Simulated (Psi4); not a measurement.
**GeH2Cl (SMILES [Cl][GeH2]): USCAN/cc-pVDZ (sweep point 1)**

What is the vertical ionisation energy of GeH2Cl at USCAN/cc-pVDZ (sweep point 1)? Input form: a Python script.

The calculation is run with Psi4 1.11.

### 1 Starting point

GeH2Cl has 4 atoms, charge 0, and is taken as a doublet. As SMILES, `[Cl][GeH2]`. The coordinates come from a PBE0-D4/def2-TZVP relaxation.

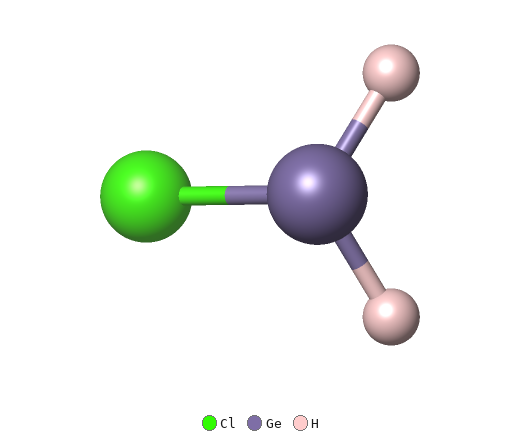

The structure, seen from a chosen angle (chlorine green, germanium purple, hydrogen pink).

### 2 The energy at USCAN/cc-pVDZ (sweep point 1)

File job.py:

```python
import psi4

psi4.set_memory('1600 MB')
psi4.set_num_threads(1)
psi4.set_output_file('run.log', False)

geom = psi4.geometry("""
0 2
Cl    -1.562900     0.305200     0.993500
Ge     0.106700    -0.451100    -0.141600
H      0.072700     0.259600    -1.514200
H      1.383400    -0.113700     0.662300
units angstrom
symmetry c1
""")

psi4.set_options({
    'basis': 'cc-pVDZ',
    'reference': 'uks',
    'puream': True,
    'scf_type': 'pk',
    'dft_radial_points': 99,
    'dft_spherical_points': 590,
    'maxiter': 150,
})

e_tot = psi4.energy("scan", molecule=geom)
print(f'total energy {e_tot:.8f} hartree = {e_tot * 27.211386:.5f} eV')
```

On the command line:

```sh
python job.py
```

run.log:

```text
[...]
  Running in c1 symmetry.
[...]
  Nuclear repulsion =  161.647276263878894
[...]
  Multiplicity = 2
[...]
  Nalpha       = 26
  Nbeta        = 25
[...]
    Number of basis functions: 55
[...]
   @UKS iter   1: -2537.77699525792195   -2.62663e+00   2.10119e-02 ADIIS/DIIS
[...]
   @UKS iter   9: -2538.56567881739420   -3.36131e-08   8.11207e-07 DIIS
[...]
   @S^2 Observed:                7.520987269E-01
[...]
    Orbital Energies [Eh]
    ---------------------
    Alpha Occupied:
       1A   -398.347344     2A   -101.234382     3A    -49.707237
       4A    -44.189087     5A    -44.188232     6A    -44.187090
       7A     -9.364455     8A     -7.109521     9A     -7.103507
      10A     -7.102008    11A     -6.221850    12A     -4.372204
      13A     -4.368988    14A     -4.365757    15A     -1.179565
      16A     -1.177594    17A     -1.174828    18A     -1.174172
      19A     -1.172699    20A     -0.782713    21A     -0.530255
      22A     -0.361799    23A     -0.359479    24A     -0.314485
      25A     -0.287593    26A     -0.215552
    Alpha Virtual:
[...]
  @UKS Final Energy: -2538.56567881739420
   => Energetics <=
    Nuclear Repulsion Energy =            161.6472762638788936
    One-Electron Energy =               -3852.4998898589183227
    Two-Electron Energy =                1260.4813145278030788
    DFT Exchange-Correlation Energy =    -108.1943797501576796
    Empirical Dispersion Energy =           0.0000000000000000
    VV10 Nonlocal Energy =                  0.0000000000000000
    Total Energy =                      -2538.5656788173942005
[...]
 Multipole Moments:
 ------------------------------------------------------------------------------------
     Multipole            Electronic (a.u.)      Nuclear  (a.u.)        Total (a.u.)
 ------------------------------------------------------------------------------------
 L = 1.  Multiply by 2.5417464519 to convert [e a0] to [Debye]
 Dipole X            :          2.2206319           -1.6412928            0.5793391
 Dipole Y            :         -2.6041407            2.3769490           -0.2271917
 Dipole Z            :         -1.7836420            1.3958697           -0.3877723
 Magnitude           :                                                    0.7332239
[...]
```

The script printed:

```text
total energy -2538.56567882 hartree = -69077.89057 eV
```

Run time: 34 s. Hardware: 1 thread of Intel Xeon Platinum 8259CL at 2.50GHz (Skylake/Cascade Lake), shared host; peak memory 1.3 GiB.

### 3 The singlet cation

File calc.py:

```python
import psi4

psi4.set_memory(1600000000)
psi4.set_num_threads(1)
psi4.set_output_file('run.log', False)

molecule = psi4.geometry("""
1 1
Cl    -1.562900     0.305200     0.993500
Ge     0.106700    -0.451100    -0.141600
H      0.072700     0.259600    -1.514200
H      1.383400    -0.113700     0.662300
symmetry c1
""")

psi4.set_options(dict(basis='cc-pVDZ', reference='rks', puream=True, scf_type='pk', dft_radial_points=99, dft_spherical_points=590))

E = psi4.energy('scan', molecule=molecule)
print('E =', round(E, 9))
```

On the command line:

```sh
python calc.py
```

run.log:

```text
[...]
  Running in c1 symmetry.
[...]
  Nuclear repulsion =  161.647276263878894
[...]
  Multiplicity = 1
[...]
  Nalpha       = 25
  Nbeta        = 25
[...]
    Number of basis functions: 55
[...]
   @RKS iter   1: -2537.49371040202050   -2.34335e+00   2.12262e-02 ADIIS/DIIS
[...]
   @RKS iter   9: -2538.23290266972617   -1.73159e-08   4.85137e-07 DIIS
[...]
    Orbital Energies [Eh]
    ---------------------
    Doubly Occupied:
       1A   -398.645611     2A   -101.495525     3A    -50.004469
       4A    -44.487708     5A    -44.484484     6A    -44.482652
       7A     -9.623708     8A     -7.369547     9A     -7.363640
      10A     -7.359609    11A     -6.518142    12A     -4.672424
      13A     -4.663782    14A     -4.658159    15A     -1.474848
      16A     -1.474180    17A     -1.470218    18A     -1.464401
      19A     -1.464066    20A     -1.029971    21A     -0.782414
      22A     -0.606135    23A     -0.604039    24A     -0.552656
      25A     -0.522956
[...]
  @RKS Final Energy: -2538.23290266972617
   => Energetics <=
    Nuclear Repulsion Energy =            161.6472762638788936
    One-Electron Energy =               -3838.3859185972623891
    Two-Electron Energy =                1246.3689443543848938
    DFT Exchange-Correlation Energy =    -107.8632046907272297
    Empirical Dispersion Energy =           0.0000000000000000
    VV10 Nonlocal Energy =                  0.0000000000000000
    Total Energy =                      -2538.2329026697261725
[...]
 Multipole Moments:
 ------------------------------------------------------------------------------------
     Multipole            Electronic (a.u.)      Nuclear  (a.u.)        Total (a.u.)
 ------------------------------------------------------------------------------------
 L = 1.  Multiply by 2.5417464519 to convert [e a0] to [Debye]
 Dipole X            :          2.5508876           -1.6412928            0.9095948
 Dipole Y            :         -2.8469074            2.3769490           -0.4699583
 Dipole Z            :         -2.0241993            1.3958697           -0.6283296
 Magnitude           :                                                    1.2012584
[...]
```

The script printed:

```text
E = -2538.23290267
```

Wall time 29 s (1 thread of Intel Xeon Platinum 8259CL at 2.50GHz (Skylake/Cascade Lake), shared host); peak memory 1.3 GiB.

### 4 Results

Level: USCAN/cc-pVDZ (sweep point 1).

| quantity | value |
| --- | --- |
| doublet GeH2Cl: total energy | -2538.56568 Eh |
| doublet GeH2Cl: dipole moment | 1.86 D |
| doublet GeH2Cl: HOMO energy (highest over α and β) | -5.87 eV |
| doublet GeH2Cl: LUMO energy (lowest over α and β) | -3.87 eV |
| doublet GeH2Cl: ⟨S²⟩ | 0.752 |
| singlet cation: total energy | -2538.23290 Eh |
| singlet cation: HOMO energy | -14.23 eV |
| singlet cation: LUMO energy | -12.06 eV |
| singlet cation: HOMO–LUMO gap | 2.17 eV |
| vertical ionisation energy (to the singlet cation) | 9.055 eV |

**Reading.** Removing an electron at fixed nuclei costs 9.06 eV (209 kcal/mol). Only the singlet of the ionised species was computed; a triplet could lie lower.
